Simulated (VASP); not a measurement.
Here is the system:

```
AlIn3As4
1.0
    5.98171     0.00000     0.00000
    0.00000     5.98171     0.00000
    0.00000     0.00000     5.98171
In As Al
3 4 1
Direct
  0.00000   0.00000   0.00000
  0.50000   0.50000   0.00000
  0.50000   0.00000   0.50000
  0.23945   0.26055   0.26055
  0.76055   0.73945   0.26055
  0.76055   0.26055   0.73945
  0.23945   0.73945   0.73945
  0.00000   0.50000   0.50000
```

Calculation: PBEsol GGA, VASP's PBE PAW potentials (set 64) (plane waves; VASP). Run with 400 eV cut-off, 4×4×4 Γ-centred mesh, tetrahedra with Blöchl corrections, potentials In_d As Al.

Unless said otherwise, spin-orbit coupling is left out, though it shifts the bands of the heavy elements here.

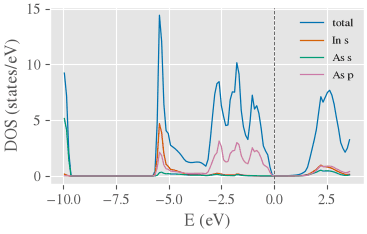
Fig. 1. Total and projected density of states, zero at the valence-band maximum

Within 2 eV below the valence-band maximum the largest weight inside VASP's projection spheres is As p, then In p.

The gap is direct, 0.19 eV, from the valence maximum at Γ to the conduction minimum at Γ.

The structure was generated: AlIn3As4 was put into an ordered model structure (P-43m), which need not be its known phase. It was relaxed first.
